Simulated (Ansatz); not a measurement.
# BNH3 (SMILES B[NH]): UHF/STO-3G

What is the energy change on altering one bond length of BNH3 at UHF/STO-3G? 

Program for the calculation: Ansatz 0.2.0.

53 further runs of the same task are left out: 53 set aside as unsound or not needed.

## (1) Starting point

BNH3 has 5 atoms, charge 0, and is taken as a doublet. As SMILES, `B[NH]`. The coordinates come from a PBE0-D4/def2-TZVP relaxation.

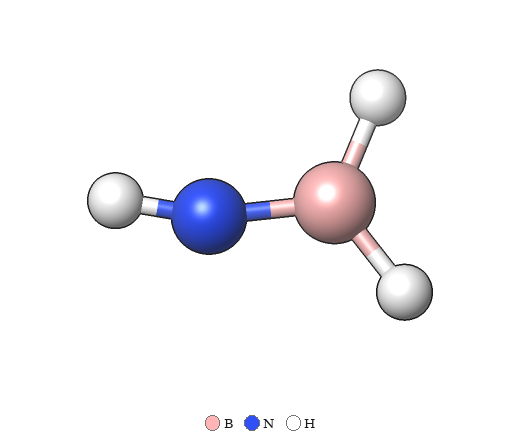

The structure, seen from a chosen angle (boron pink, nitrogen blue, hydrogen white).

## (2) The energy at UHF/STO-3G

The input, job.yaml:

```yaml
basis:
  gaussian: {orbitals: STO-3G}
crystal:
  periodic: [false, false, false]
  atoms:
    - {symbol: B, position_ang: [-0.310800, -0.370100, -0.091600]}
    - {symbol: N, position_ang: [0.531200, 0.655200, -0.019800]}
    - {symbol: H, position_ang: [-0.414800, -1.107400, 0.862500]}
    - {symbol: H, position_ang: [-0.964100, -0.573100, -1.081900]}
    - {symbol: H, position_ang: [1.208400, 1.321700, 0.289300]}
total_charge: 0
magnetization: {spin_polarized: true, initial_magnetization: 1}
hamiltonian: {xc: hf}
accuracy: high
```

Run with:

```
ansatz run job.yaml --threads 1 --pin off --max-ram 2610MiB --events-out events.jsonl --progress --plain --runs-dir runs
```

The program printed:

```text
Warning: RAYON_NUM_THREADS=1 ignored (pool sized by the plan → 1); use --threads N
Functional definition: HF
  name "HF"
  exchange = exact_x
  correlation = 0
207 factors; integrals over basis functions are off by at most 9.2e-9 eV
mean field evaluation 1: about -2170.3226 eV, gradient 1.1e1 eV
mean field evaluation 2: about -2170.3438 eV, gradient 1.1e1 eV
mean field evaluation 4: about -2171.7187 eV, gradient 1.9e0 eV
mean field evaluation 8: about -2171.7890 eV, gradient 2.4e-3 eV
mean field -2171.78792033 eV, -79.8117339815 hartree, gradient 1.9e-8 eV, S^2 0.779272; 0 other end points of the search recorded, 0 dependent functions left out
reference -2171.78792033 eV, -79.8117339815 hartree; 8, 7 occupied and 5, 6 virtual orbitals, 207 factors
Total energy: -2171.78792033 eV, -79.8117339815 hartree
```

Run time: 0.08 s. Hardware: 1 thread of Arm Neoverse V1, shared host.

## (3) The distorted shape

The input, run.yaml:

```yaml
crystal:
  periodic: [false, false, false]
  atoms:
    - {symbol: B, position_ang: [-0.147489, -0.319354, 0.155953]}
    - {symbol: "N", position_ang: [0.694511, 0.705946, 0.227753]}
    - {symbol: H, position_ang: [-0.251489, -1.056654, 1.110053]}
    - {symbol: H, position_ang: [-0.964100, -0.573100, -1.081900]}
    - {symbol: H, position_ang: [1.371711, 1.372446, 0.536853]}
basis:
  gaussian: {orbitals: STO-3G}
magnetization: {spin_polarized: true, initial_magnetization: 1}
hamiltonian: {xc: hf}
accuracy: high
```

Run with:

```
ansatz run run.yaml --threads 1 --pin off --max-ram 2610MiB --events-out events.jsonl --progress --plain --runs-dir runs
```

The program printed:

```text
Warning: RAYON_NUM_THREADS=1 ignored (pool sized by the plan → 1); use --threads N
Functional definition: HF
  name "HF"
  exchange = exact_x
  correlation = 0
207 factors; integrals over basis functions are off by at most 9.7e-9 eV
mean field evaluation 1: about -2168.7486 eV, gradient 1.2e1 eV
mean field evaluation 2: about -2168.7635 eV, gradient 1.2e1 eV
mean field evaluation 4: about -2170.3827 eV, gradient 2.2e0 eV
mean field evaluation 8: about -2170.4906 eV, gradient 6.6e-2 eV
mean field evaluation 16: about -2170.4890 eV, gradient 2.7e-8 eV
mean field -2170.48902950 eV, -79.7640006237 hartree, gradient 2.7e-8 eV, S^2 0.797675; 0 other end points of the search recorded, 0 dependent functions left out
reference -2170.48902950 eV, -79.7640006237 hartree; 8, 7 occupied and 5, 6 virtual orbitals, 207 factors
Total energy: -2170.48902950 eV, -79.7640006237 hartree
```

Wall time 0.08 s (1 thread of Arm Neoverse V1, shared host).

## (4) Summary of results

At UHF/STO-3G:

| quantity | value |
| --- | --- |
| first shape: total energy | -79.81173 Eh |
| first shape: ⟨S²⟩ | 0.779 |
| distorted shape: total energy | -79.76400 Eh |
| distorted shape: ⟨S²⟩ | 0.798 |
| energy change with the B1–H4 bond stretched from 1.204 to 1.505 Å | 1.299 eV |

With the B1–H4 bond stretched from 1.204 to 1.505 Å the energy rises by 1.30 eV (30 kcal/mol). The first shape isn't relaxed at this level, so the change isn't measured from a minimum. The minimal basis adds a large error of its own.
